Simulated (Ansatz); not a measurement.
# BeS: response to strain

Base system: BeS in the zinc blende structure (space group F-43m, No. 216; a = 4.8686 Å).

Strains are applied to the cell and any free atomic positions relax.

All numbers come from r2SCAN in Ansatz (plane waves to 500 eV, PAW, no SOC).

Notes on the quantities. energy relative to the base: free energy F.

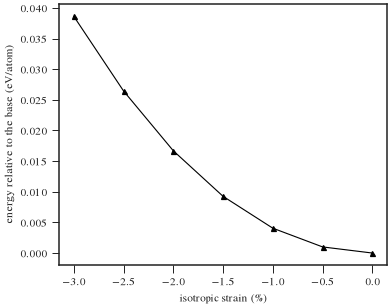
Figure. Energy relative to the base against isotropic strain

From the plot, what is the energy relative to the base for isotropic strain −3.00 %?

About 0.039 eV/atom.

Is the trend monotonic over the range shown?

Yes, it falls throughout, spanning 0 meV/atom to +39 meV/atom.

No phonon test of stability was made.

Ansatz is a program for electronic structure.
